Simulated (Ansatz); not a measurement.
# Cl3GaH3N (SMILES [NH3+][Ga-]([Cl])([Cl])[Cl]): what the fields show

Input file:

```
crystal:
  periodic: [false, false, false]
  atoms:
    - {symbol: N, position_ang: [-0.705400, -0.258192, 0.716083]}
    - {symbol: Ga, position_ang: [0.707877, 0.236808, -0.709341]}
    - {symbol: Cl, position_ang: [2.141943, -1.342589, -0.405608]}
    - {symbol: Cl, position_ang: [-0.486271, 0.131379, -2.499898]}
    - {symbol: Cl, position_ang: [1.273926, 2.203669, -0.035348]}
    - {symbol: H, position_ang: [-0.357218, -0.047366, 1.646290]}
    - {symbol: H, position_ang: [-1.560174, 0.268135, 0.563426]}
    - {symbol: H, position_ang: [-0.922482, -1.248943, 0.668597]}
basis:
  gaussian: {orbitals: def2-TZVPP}
hamiltonian: {xc: pbe0, dispersion: d4}
output: {orbitals: {seedname: orbitals}}
```

Command:

```sh
ansatz run in.yaml --threads 4 --pin off --events-out ev --progress --plain --max-ram 10444MiB
```

Geometry: PBE0-D4/def2-TZVP.

Method: RKS PBE0-D4/def2-TZVPP in Ansatz.

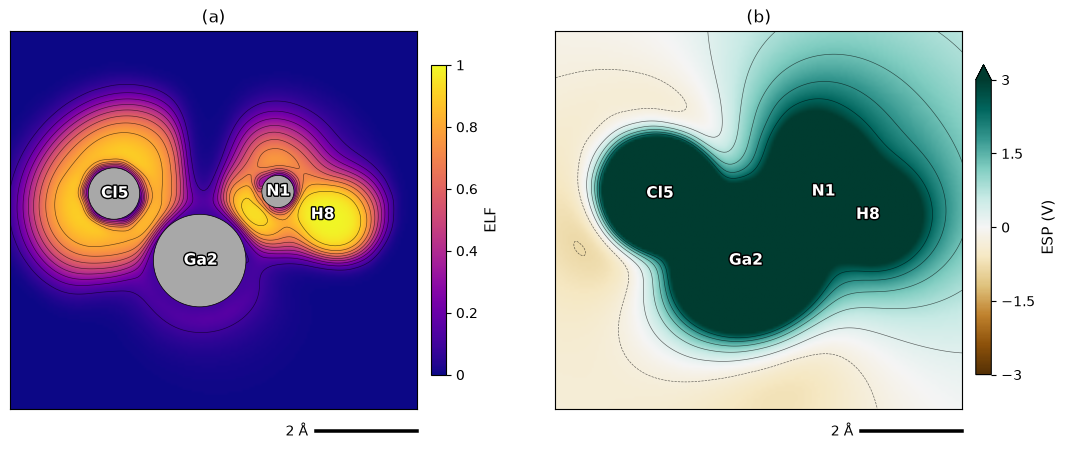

Figure 1. (a) ELF; (b) molecular electrostatic potential on the plane of atoms N1, Ga2 and Cl5. Grey discs cover the atomic cores in the ELF map.

Read the bonding off the picture.

The plane passes through N, Ga, Cl and H nuclei. Ga–N (2.07 Å): the ELF peaks at about 0.95 in the valence shell of N, 0.7 Å from its nucleus, and is about 0.35 at the midpoint. Ga–Cl (2.15 Å): the ELF peaks at about 0.85 in the valence shell of Cl, 0.9 Å from its nucleus, and is about 0.60 at the midpoint. N–H (1.02 Å): the ELF climbs to about 1 towards the hydrogen, as it does in any bond to H: an ordinary covalent bond to hydrogen. The ELF also peaks beside Cl5, away from the bonds: lone-pair regions. Outside the dense part of the molecule the potential is most negative (−0.8 V) near Cl5.

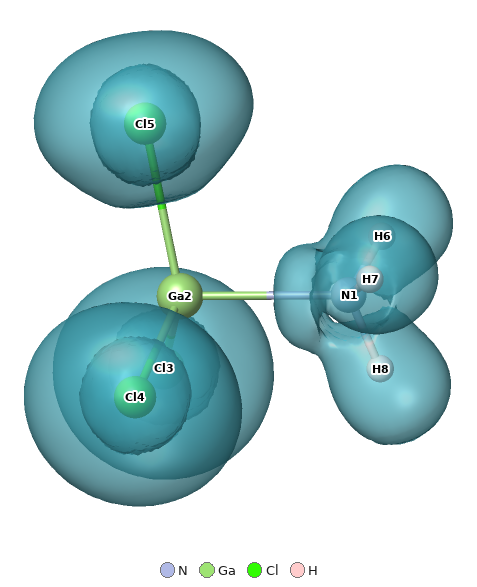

Figure 2. Isosurface of the electron localisation function at 0.75 (cyan), seen across its widest extent. Only the valence region is drawn (cores and ρ < 0.01 e/Å³ removed).

What do the ELF domains correspond to?

The ELF exceeds this value in three regions wrapped around Cl (the valence shell of each) and one joined region spread over several atoms (H, N), in which their bonds and any lone pairs are merged.

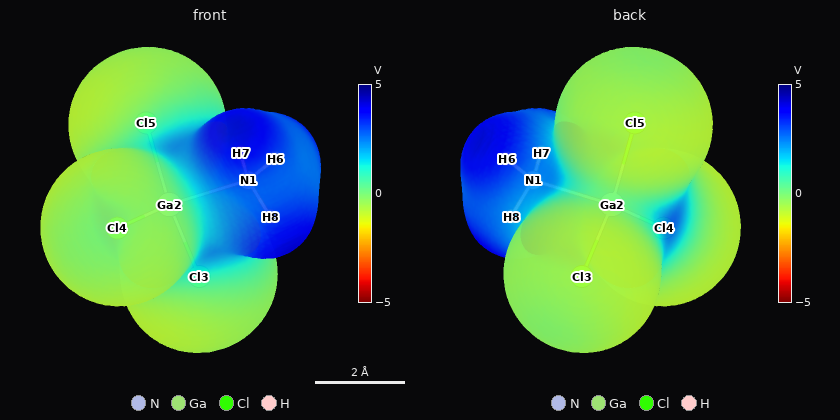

Figure 3. The electrostatic potential painted on the density surface at 0.004 e/bohr³, seen from the front and from behind; red is negative and blue positive.

Which sites attract a positive test charge, and which a negative one?

A positive charge is drawn to the negative regions and a negative charge to the positive ones. The most negative region (about −0.8 V, or −18 kcal/mol for a unit charge) lies over Cl3, Cl4 and Cl5, the most positive (about +4.1 V, or +95 kcal/mol for a unit charge) over H6, H7 and H8.
